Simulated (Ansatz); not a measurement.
**Si$_{2}$NH$_{4}$ClO$_{2}$: geometry relaxation (part 2 of 2)**

The same run, continued: Si$_{2}$NH$_{4}$ClO$_{2}$; RKS PBE/def2-SVP (Ansatz 0.2.0). It belongs to a series of runs on one base structure; here: end point B relaxed.

Geometry of the input (Å):
```
N  0.5210  -1.8344  0.4917
Si 0.9531  -0.3725  1.3139
O  0.1702  0.7138  0.5946
Si -0.4791  1.8081  -0.1037
O  -0.4827  1.3809  -1.7363
Cl -2.5107  1.3549  0.3927
H  1.4139  -2.2981  0.3008
H  0.1308  -2.4100  1.2529
H  2.3703  -0.1367  0.9617
H  -0.7582  0.4764  -1.8679
```

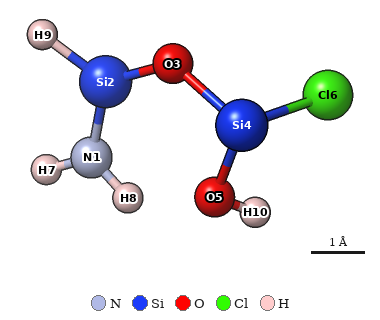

*The geometry at step 13 of the log (ball-and-stick view, seen at a tilt; atoms are numbered from 1 in the order of the input).*

Trajectory as extended XYZ (Å, eV, eV/Å), 11 of the 26 frames kept, from step=1 to step=26:
```
10
Properties=species:S:1:pos:R:3:forces:R:3 step=1 energy=-33894.41391
N     0.5210   -1.8344    0.4917    0.2796  -0.9313   0.7020
Si    0.9531   -0.3725    1.3139    3.0310  -4.1237   2.3384
O     0.1702    0.7138    0.5946    2.5100  -3.1377   3.9288
Si   -0.4791    1.8081   -0.1037   -6.1923   7.9310  -6.6877
O    -0.4827    1.3809   -1.7363    0.6652   1.5031  -0.0665
Cl   -2.5107    1.3549    0.3927   -0.3030   0.5158   0.4241
H     1.4139   -2.2981    0.3008    0.2601  -0.4940  -0.3450
H     0.1308   -2.4100    1.2529   -0.6136  -0.4678  -0.4017
H     2.3703   -0.1367    0.9617    0.8052   0.3031   0.3445
H    -0.7582    0.4764   -1.8679   -0.4422  -1.0985  -0.2368
10
Properties=species:S:1:pos:R:3:forces:R:3 step=3 energy=-33896.66747
N     0.7208   -1.9464    0.5339   -0.3214  -0.9568   1.3504
Si    1.0783   -0.4120    1.3442    0.0009  -0.6435  -0.6685
O     0.1780    0.7675    0.6295    0.6683  -0.2282   1.4837
Si   -0.6541    1.8996   -0.2289   -0.7724   0.7998  -1.3424
O    -0.5843    1.4199   -1.8510   -0.2356  -0.2476   0.1904
Cl   -2.6419    1.6204    0.4949    0.0281   0.1175   0.0249
H     1.5519   -2.5599    0.4128   -0.3711   0.0910   0.0190
H    -0.0211   -2.5169    1.0681    1.0724   0.8876  -1.1160
H     2.5500   -0.0683    1.1642   -0.0902  -0.0610   0.1476
H    -0.8490    0.4785   -1.9673    0.0211   0.2412  -0.0890
10
Properties=species:S:1:pos:R:3:forces:R:3 step=6 energy=-33897.29139
N     0.8528   -1.8703    0.4151   -0.3691  -0.2497   0.3620
Si    1.0586   -0.3890    1.2962   -0.0863   0.4606  -0.3765
O     0.2515    0.9831    0.8642    0.2704  -0.4370   0.3060
Si   -0.5912    1.9485   -0.3635    0.0884  -0.0044  -0.2045
O    -0.6446    1.0252   -1.7822   -0.0872  -0.4193   0.1980
Cl   -2.5603    1.8799    0.4626   -0.1310  -0.0194   0.0269
H     1.6291   -2.5448    0.3953   -0.0389   0.0654  -0.0128
H    -0.0489   -2.3773    0.5147    0.4435   0.3373  -0.2525
H     2.5313   -0.1522    1.5600   -0.1709  -0.0977  -0.0331
H    -1.1498    0.1794   -1.7620    0.0811   0.3642  -0.0134
10
Properties=species:S:1:pos:R:3:forces:R:3 step=9 energy=-33897.52601
N     0.8767   -1.7644    0.4106   -1.1695  -0.3875  -0.2938
Si    1.1107   -0.2953    1.2403    0.2947   0.0948  -0.2285
O     0.3256    1.0816    0.9774    0.0959  -0.1451   0.1502
Si   -0.5203    1.9313   -0.4340    0.0078  -0.0341  -0.0832
O    -0.5414    0.6188   -1.5456   -1.0698  -0.6480   0.0418
Cl   -2.5400    1.8015    0.3450   -0.0721  -0.0187  -0.0066
H     1.5593   -2.5303    0.4505   -0.0940   0.0724   0.0129
H    -0.0606   -2.0630    0.0267    1.1916   0.4271   0.3468
H     2.5473   -0.2433    1.6969   -0.2150  -0.0057   0.0318
H    -1.4288    0.1456   -1.5673    1.0304   0.6450   0.0286
10
Properties=species:S:1:pos:R:3:forces:R:3 step=11 energy=-33897.67848
N     0.8691   -1.6914    0.3615   -0.3395  -0.1318  -0.0594
Si    1.1515   -0.2546    1.2076    0.5617  -0.4769  -0.1139
O     0.4265    1.1264    0.9718   -0.3132   0.5327  -0.0774
Si   -0.4886    1.8811   -0.5186   -0.0588  -0.0488   0.0945
O    -0.6008    0.3981   -1.4055   -0.0360  -0.2958  -0.1248
Cl   -2.4914    1.7741    0.3438   -0.0737   0.0806   0.0619
H     1.4579   -2.5248    0.4595   -0.0848   0.0512  -0.0119
H     0.0380   -1.8082   -0.2450    0.4396   0.1837   0.1465
H     2.4930   -0.2970    1.8857   -0.2133  -0.0426   0.0169
H    -1.5266    0.0788   -1.4605    0.1180   0.1476   0.0677
10
Properties=species:S:1:pos:R:3:forces:R:3 step=13 energy=-33897.79328
N     0.8654   -1.6387    0.3199   -0.1413  -0.1091  -0.3794
Si    1.1969   -0.2252    1.1674    0.0799  -0.0559   0.0801
O     0.5072    1.1857    0.9231    0.0901   0.0125  -0.0752
Si   -0.4750    1.8121   -0.5976   -0.1193  -0.2897   0.0773
O    -0.6610    0.1816   -1.2649    0.1349   0.0872  -0.0861
Cl   -2.4471    1.8160    0.3730    0.0442   0.0857  -0.0082
H     1.3612   -2.5269    0.4491   -0.0513   0.1100  -0.0414
H     0.2136   -1.5657   -0.4951    0.2365   0.1533   0.4104
H     2.3855   -0.3600    2.0769   -0.2151   0.0394  -0.0558
H    -1.6179    0.0036   -1.3513   -0.0587  -0.0334   0.0784
10
Properties=species:S:1:pos:R:3:forces:R:3 step=16 energy=-33897.86663
N     0.9211   -1.5702    0.2030    0.0548  -0.0127  -0.0222
Si    1.1710   -0.2268    1.1741   -0.0318   0.0234  -0.0249
O     0.5634    1.2039    0.8396    0.0200  -0.0486   0.0402
Si   -0.4267    1.7311   -0.7113   -0.0393  -0.0874  -0.0730
O    -0.7285    0.0661   -1.2629   -0.2629   0.0367   0.1369
Cl   -2.3395    1.9072    0.3552    0.0449  -0.0084  -0.0193
H     1.3564   -2.4897    0.3071   -0.0458   0.0271  -0.0454
H     0.3072   -1.3700   -0.6224    0.0581   0.0111   0.0950
H     2.1455   -0.4054    2.2866   -0.0096  -0.0034   0.0075
H    -1.6413   -0.1638   -0.9687    0.2117   0.0623  -0.0949
10
Properties=species:S:1:pos:R:3:forces:R:3 step=19 energy=-33897.87156
N     0.9567   -1.5610    0.1853   -0.0046   0.0152  -0.0155
Si    1.1632   -0.2316    1.1839    0.0706   0.0010  -0.0138
O     0.5579    1.1963    0.8430   -0.0356   0.0104  -0.0265
Si   -0.4245    1.7133   -0.7278    0.0000  -0.0254   0.0183
O    -0.7565    0.0511   -1.2475    0.0089   0.0376   0.0085
Cl   -2.3243    1.9367    0.3458    0.0081   0.0113  -0.0187
H     1.3538   -2.4951    0.2964    0.0089  -0.0043  -0.0264
H     0.3376   -1.3538   -0.6321   -0.0118  -0.0171   0.0412
H     2.1294   -0.4079    2.3030   -0.0180  -0.0116   0.0346
H    -1.6647   -0.1654   -0.9496   -0.0265  -0.0172  -0.0017
10
Properties=species:S:1:pos:R:3:forces:R:3 step=21 energy=-33897.87446
N     0.9811   -1.5566    0.1737   -0.0067   0.0322   0.0015
Si    1.1689   -0.2360    1.1871    0.0617  -0.0976   0.0561
O     0.5331    1.1791    0.8575   -0.0084   0.0676  -0.0213
Si   -0.4133    1.6891   -0.7356   -0.0036   0.0387   0.0106
O    -0.7815    0.0281   -1.2237   -0.0327   0.0040  -0.0067
Cl   -2.3105    1.9971    0.3142   -0.0118   0.0045  -0.0257
H     1.3940   -2.4857    0.2570    0.0288  -0.0281   0.0044
H     0.3387   -1.3492   -0.6247   -0.0232  -0.0084  -0.0155
H     2.1139   -0.4141    2.3252   -0.0086   0.0037  -0.0056
H    -1.6960   -0.1694   -0.9304    0.0046  -0.0165   0.0021
10
Properties=species:S:1:pos:R:3:forces:R:3 step=23 energy=-33897.87570
N     0.9951   -1.5567    0.1668   -0.0053  -0.0044  -0.0043
Si    1.1704   -0.2452    1.1946   -0.0027  -0.0091  -0.0012
O     0.5217    1.1674    0.8685   -0.0003   0.0083   0.0201
Si   -0.4084    1.6820   -0.7338   -0.0111  -0.0108  -0.0128
O    -0.7993    0.0211   -1.2082   -0.0082   0.0170   0.0050
Cl   -2.3179    2.0406    0.2742    0.0124  -0.0027  -0.0040
H     1.4236   -2.4809    0.2347    0.0076   0.0025   0.0065
H     0.3411   -1.3516   -0.6238   -0.0007  -0.0005   0.0002
H     2.1141   -0.4223    2.3333    0.0024   0.0013  -0.0056
H    -1.7119   -0.1719   -0.9059    0.0060  -0.0016  -0.0039
10
Properties=species:S:1:pos:R:3:forces:R:3 step=26 energy=-33897.87589
N     0.9948   -1.5587    0.1679   -0.0024  -0.0102  -0.0095
Si    1.1677   -0.2481    1.1974   -0.0027   0.0062  -0.0056
O     0.5104    1.1627    0.8793    0.0059   0.0017   0.0100
Si   -0.4064    1.6797   -0.7316    0.0023  -0.0106  -0.0019
O    -0.8019    0.0206   -1.2046    0.0006   0.0110  -0.0054
Cl   -2.3175    2.0547    0.2627   -0.0014  -0.0010  -0.0010
H     1.4359   -2.4775    0.2306    0.0009   0.0042   0.0043
H     0.3392   -1.3574   -0.6221    0.0042   0.0015   0.0062
H     2.1222   -0.4226    2.3272    0.0000  -0.0004   0.0008
H    -1.7157   -0.1710   -0.9064   -0.0074  -0.0024   0.0021
```

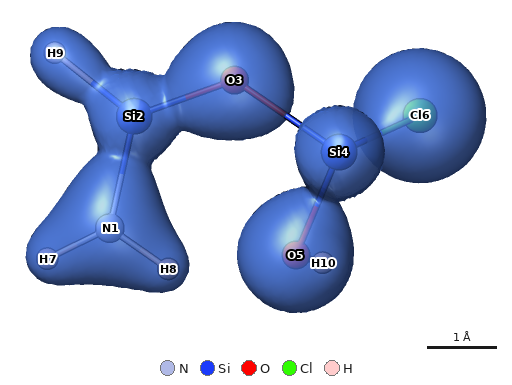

*Isosurface of the total electron density at 0.6 e/Å³ (blue), seen face on.*

At this value the surface falls into three separate pieces. It is pinched off along the Si–Cl (2.19 Å) contacts. On the grid the lowest density along these lines, outside the cores, is 1.1 e/Å³ (Si–O, 1.59 Å), 1 e/Å³ (Si–N, 1.68 Å), 0.52 e/Å³ (Si–Cl, 2.19 Å) and 2.2 e/Å³ (O–H, 0.98 Å).

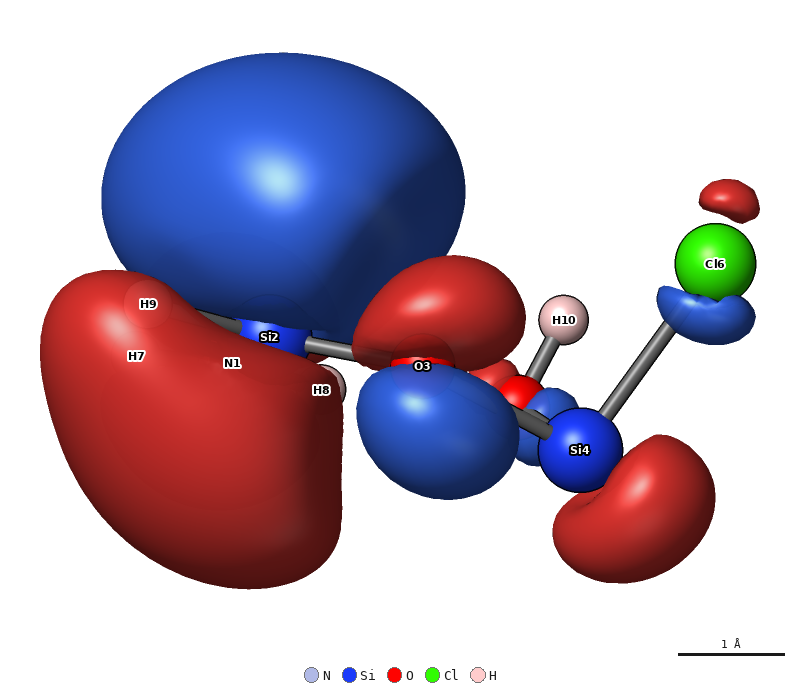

*One frontier orbital at ±0.06 Å⁻³ᐟ² (blue and red are the two phases), seen from the side.*

The LUMO, at −2.67 eV. Its weight (Hirshfeld) is mainly on Si2 (60 %), N1 (15 %) and O3 (15 %).

Summary:

```csv
quantity,value
outcome,converged
total energy,−33897.8759 eV
mean-field energy,−33897.8759 eV
largest force (length of the vector) at the end,0.014 eV/Å
wall time,85 s (CPU time 2.8 min)
peak memory,0.16 GiB
```
